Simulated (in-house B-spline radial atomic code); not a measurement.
# Ta⁹⁺: density, ELF and screening along the radius

Aim: the shell structure of Ta⁹⁺ in the radial density, the electron localisation function and the screened nuclear charge, under several settings.

Program: in-house B-spline radial atomic code version 1. Level of theory: several methods, spin-polarised, as named in each step; spherical all-electron atom at the radial basis limit. These are calculated values, not measurements, unless marked.

**1. The system**

```
element       : tantalum (Z = 73)
charge        : +9
electrons     : 64
configuration : [Kr] 4d10 4f13 5s2 5p3
nucleus       : point (non-relativistic runs) or finite (X2C runs)
```

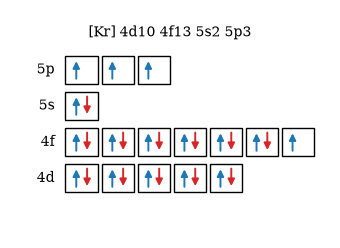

Occupation of the outer shells (arrows by Hund's rule).

Where spins are not typed, each open shell is filled with up spins first.

**2. LDA (VWN5), non-rel.**

Settings, as recorded:

```ini
Z = 73
electrons = 64.0
configuration = [Kr] 4d10 4f13 5s2 5p3
hamiltonian = nr
method = lda,vwn
spin_polarised = True
```

Command:

```
> python run_scf.py task.json out
```

The settings of every run stand in task.json; they run in order.

**3. PBE, non-rel.**

The settings differ from step 2 so:

```diff
@@ -4,3 +4,3 @@
 hamiltonian = nr
-method = lda,vwn
+method = pbe,pbe
 spin_polarised = True
```

**4. Hartree-Fock, non-rel.**

The settings differ from step 3 so:

```diff
@@ -4,3 +4,3 @@
 hamiltonian = nr
-method = pbe,pbe
+method = hf
 spin_polarised = True
```

**5. OLYP, non-rel.**

The settings differ from step 4 so:

```diff
@@ -4,3 +4,3 @@
 hamiltonian = nr
-method = hf
+method = optx,lyp
 spin_polarised = True
```

**6. AM05, non-rel.**

The settings differ from step 5 so:

```diff
@@ -4,3 +4,3 @@
 hamiltonian = nr
-method = optx,lyp
+method = am05
 spin_polarised = True
```

**Question.** How large is the system in each run, where do the shell borders lie, and what is the highest level?

**Answer**, as computed:

| run | total energy (hartree) | highest level (eV) | radius holding 50 / 90 / 99 % (bohr) | radius at n = 0.001 (bohr) | ELF minima on the full grid (bohr) |
| --- | --- | --- | --- | --- | --- |
| LDA (VWN5), non-rel. | -14772.0909 | -167.90 | 0.341 / 0.882 / 1.59 | 2.42 | 0.030, 0.10, 0.29, 0.98 |
| PBE, non-rel. | -14779.8248 | -167.62 | 0.341 / 0.881 / 1.59 | 2.42 | 0.030, 0.10, 0.29, 0.98 |
| Hartree-Fock, non-rel. | -14776.6138 | -176.67 | 0.342 / 0.877 / 1.60 | 2.42 | 0.030, 0.10, 0.29, 0.99 |
| OLYP, non-rel. | -14785.6563 | -168.11 | 0.341 / 0.879 / 1.58 | 2.42 | 0.030, 0.10, 0.29, 0.98 |
| AM05, non-rel. | -14772.3533 | -167.73 | 0.341 / 0.881 / 1.59 | 2.41 | 0.030, 0.10, 0.29, 0.98 |

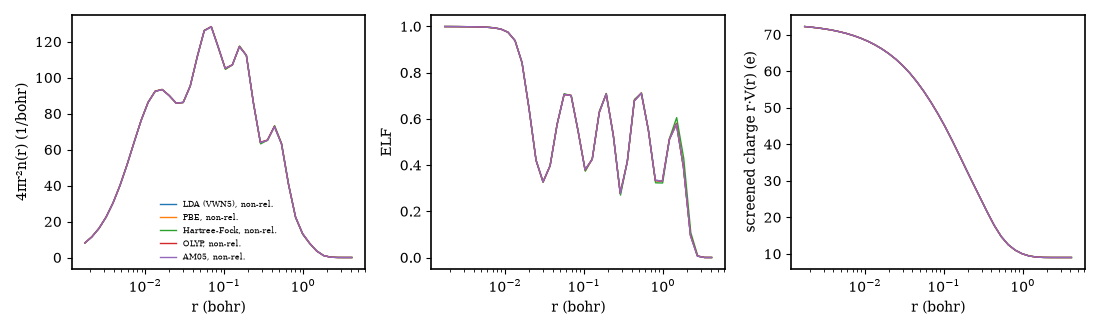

Radial density, ELF and screened nuclear charge of all runs.

**Reading.** In the first run ELF has 4 minima on the grid, which mark the borders between shells. On the record's full grid the screened charge (r times the electrostatic potential) falls from 72.9 near the nucleus to 9.00 at 4.1 bohr; far out it tends to the net charge, 9. The grid is coarse (about 23 % a step), so the places of minima are rough.

Members of this set that are not shown: 3 used exact exchange with fractional occupations of an open shell, which is unsound here.
